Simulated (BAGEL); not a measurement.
# CH4OSi (SMILES CO[SiH]) at HF/6-31G(d) (density fitting with qzvpp-jkfit, spherical functions)

What is the energy change on altering one bond length of CH4OSi at HF/6-31G* (density fitting with qzvpp-jkfit, spherical functions)? 

Program for the calculation: BAGEL 1.2.2.

1 further run of the same task is left out (set aside as unsound or not needed).

**1. The structure to begin with**

The species is CH4OSi (7 atoms), meant as a singlet with charge 0. As SMILES, `CO[SiH]`. The coordinates come from a PBE0-D4/def2-TZVP relaxation. This is one conformer, not always the lowest.

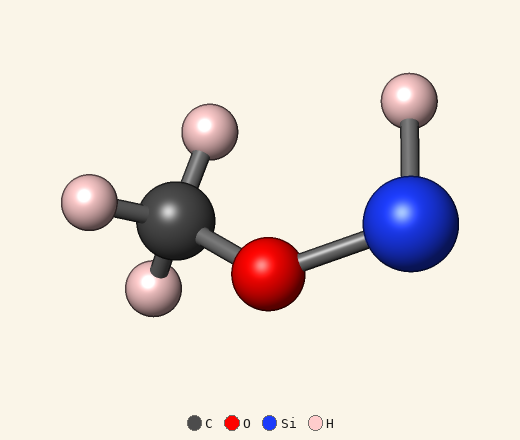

Viewed from a chosen angle; carbon dark grey, oxygen red, silicon blue, hydrogen pink.

**2. The energy at HF/6-31G(d) (density fitting with qzvpp-jkfit, spherical functions)**

Contents of input.json:

```json
{ "bagel": [

{
  "title": "molecule",
  "basis": "6-31gs.json",
  "df_basis": "qzvpp-jkfit",
  "angstrom": true,
  "geometry": [
    { "atom": "C", "xyz": [      -0.512400,       0.485500,      -0.338500 ] },
    { "atom": "O", "xyz": [      -0.443200,      -0.446500,       0.717600 ] },
    { "atom": "Si", "xyz": [       0.796900,      -1.387300,       1.229900 ] },
    { "atom": "H", "xyz": [      -1.296400,       0.180800,      -1.035500 ] },
    { "atom": "H", "xyz": [       0.443800,       0.547500,      -0.868700 ] },
    { "atom": "H", "xyz": [      -0.769300,       1.467500,       0.065400 ] },
    { "atom": "H", "xyz": [       1.841700,      -0.915600,       0.184100 ] }
  ]
},

{ "title": "hf" },

{ "title": "print", "file": "orbitals.molden", "orbitals": true }

]}
```

The basis set 6-31G* is read from a file made from the Basis Set Exchange's data (not shown).

Started as:

```sh
$ BAGEL_NUM_THREADS=1 BAGEL input.json > input.out
```

What it wrote:

```text
* using 1 threads per process

  ===============================================================
  ===============================================================

  *** Geometry ***

  { "atom" : "C", "xyz" : [     -0.968296,      0.917462,     -0.639672 ] },
  { "atom" : "O", "xyz" : [     -0.837527,     -0.843763,      1.356067 ] },
  { "atom" : "Si", "xyz" : [      1.505923,     -2.621617,      2.324174 ] },
  { "atom" : "H", "xyz" : [     -2.449841,      0.341662,     -1.956811 ] },
  { "atom" : "H", "xyz" : [      0.838660,      1.034625,     -1.641605 ] },
  { "atom" : "H", "xyz" : [     -1.453766,      2.773173,      0.123588 ] },
  { "atom" : "H", "xyz" : [      3.480309,     -1.730233,      0.347899 ] },

  Number of auxiliary basis functions:      352

  Since a DF basis is specified, we compute 2- and 3-index integrals:
    o Being stored without compression. Storage requirement is 0.008 GB

  Number of basis functions:       54
  Number of electrons      :       32

    * METHOD: MOLECULE                             0.08

  *** RHF ***

  === Nuclear Repulsion ===
   101.0699044784

      * DIIS with orbital gradients will be used.

  === RHF iteration (6-31gs.json) ===
      0       -403.79404893          0.02470331           0.01
      1       -403.87392882          0.01892719           0.01
      2       -403.94311100          0.00183205           0.01
      3       -403.94449379          0.00035017           0.01
      4       -403.94454641          0.00011692           0.01
      5       -403.94455470          0.00003046           0.01
      6       -403.94455548          0.00000701           0.01
      7       -403.94455552          0.00000225           0.01
      8       -403.94455552          0.00000051           0.01
      9       -403.94455552          0.00000016           0.01
     10       -403.94455552          0.00000004           0.01
     11       -403.94455552          0.00000001           0.01
     12       -403.94455552          0.00000000           0.01
    * SCF iteration converged.

    * Permanent dipole moment:
           (   -0.073527,    -0.456424,     0.568083) a.u.

    * METHOD: HF                                   0.25

    * METHOD: PRINT                                0.01

  ===============================================================
```

Run time: 0.5 s. Hardware: 1 thread of Arm Neoverse V2, shared host; peak memory 0.084 GiB.

**3. The distorted shape at the same level**

Contents of job.json:

```json
{ "bagel": [

{
  "title": "molecule",
  "basis": "6-31gs.json",
  "df_basis": "qzvpp-jkfit",
  "angstrom": true,
  "geometry": [
    { "atom": "C", "xyz": [      -0.990525,       0.454498,      -0.073386 ] },
    { "atom": "O", "xyz": [      -0.921325,      -0.477502,       0.982714 ] },
    { "atom": "Si", "xyz": [       0.318775,      -1.418302,       1.495014 ] },
    { "atom": "H", "xyz": [      -1.774525,       0.149798,      -0.770386 ] },
    { "atom": "H", "xyz": [       0.443800,       0.547500,      -0.868700 ] },
    { "atom": "H", "xyz": [      -1.247425,       1.436498,       0.330514 ] },
    { "atom": "H", "xyz": [       1.363575,      -0.946602,       0.449214 ] }
  ]
},

{
  "title": "hf"
},

{
  "title": "print",
  "file": "orbitals.molden",
  "orbitals": true
}

]}
```

The basis set 6-31G* is read from a file made from the Basis Set Exchange's data (not shown).

Started as:

```sh
$ BAGEL_NUM_THREADS=1 BAGEL job.json > job.out
```

What it wrote:

```text
* using 1 threads per process

  ===============================================================
  ===============================================================

  *** Geometry ***

  { "atom" : "C", "xyz" : [     -1.871821,      0.858877,     -0.138679 ] },
  { "atom" : "O", "xyz" : [     -1.741052,     -0.902348,      1.857060 ] },
  { "atom" : "Si", "xyz" : [      0.602397,     -2.680202,      2.825167 ] },
  { "atom" : "H", "xyz" : [     -3.353366,      0.283077,     -1.455819 ] },
  { "atom" : "H", "xyz" : [      0.838660,      1.034625,     -1.641605 ] },
  { "atom" : "H", "xyz" : [     -2.357292,      2.714588,      0.624581 ] },
  { "atom" : "H", "xyz" : [      2.576783,     -1.788819,      0.848891 ] },

  Number of auxiliary basis functions:      352

  Since a DF basis is specified, we compute 2- and 3-index integrals:
    o Being stored without compression. Storage requirement is 0.008 GB

  Number of basis functions:       54
  Number of electrons      :       32

    * METHOD: MOLECULE                             0.08

  *** RHF ***

  === Nuclear Repulsion ===
    99.4586305544

      * DIIS with orbital gradients will be used.

  === RHF iteration (6-31gs.json) ===
      0       -403.70715966          0.02462592           0.02
      1       -403.78008870          0.01986096           0.01
      2       -403.85727581          0.00191536           0.01
      3       -403.85904536          0.00036469           0.01
      4       -403.85912289          0.00015107           0.01
      5       -403.85913309          0.00003718           0.01
      6       -403.85913420          0.00000906           0.01
      7       -403.85913425          0.00000316           0.01
      8       -403.85913426          0.00000107           0.01
      9       -403.85913426          0.00000032           0.01
     10       -403.85913426          0.00000009           0.01
     11       -403.85913426          0.00000003           0.01
     12       -403.85913426          0.00000001           0.01
    * SCF iteration converged.

    * Permanent dipole moment:
           (    0.094993,    -0.376860,     0.393994) a.u.

    * METHOD: HF                                   0.25

    * METHOD: PRINT                                0.01

  ===============================================================
```

Wall time 0.5 s (1 thread of Arm Neoverse V2, shared host); peak memory 0.084 GiB.

**4. Results**

At HF/6-31G* (density fitting with qzvpp-jkfit, spherical functions):

```
                                                         quantity          value
                                        first shape: total energy  -403.94456 Eh
                                       first shape: dipole moment         1.86 D
                                         first shape: HOMO energy       -8.92 eV
                                         first shape: LUMO energy        1.34 eV
                                       first shape: HOMO–LUMO gap       10.26 eV
                                    distorted shape: total energy  -403.85913 Eh
                                   distorted shape: dipole moment         1.41 D
                                     distorted shape: HOMO energy       -8.94 eV
                                     distorted shape: LUMO energy        1.26 eV
                                   distorted shape: HOMO–LUMO gap       10.20 eV
energy change with the C1–H5 bond stretched from 1.095 to 1.643 Å       2.324 eV
```

In words: One bond (distorted shape) is far stretched, which a spin-restricted single reference describes badly; a broken-symmetry solution may lie lower. With the C1–H5 bond stretched from 1.095 to 1.643 Å the energy rises by 2.32 eV (224 kJ/mol). The first shape isn't relaxed at this level, so the change isn't measured from a minimum. A restricted reference can't describe the breaking bond well at this length.
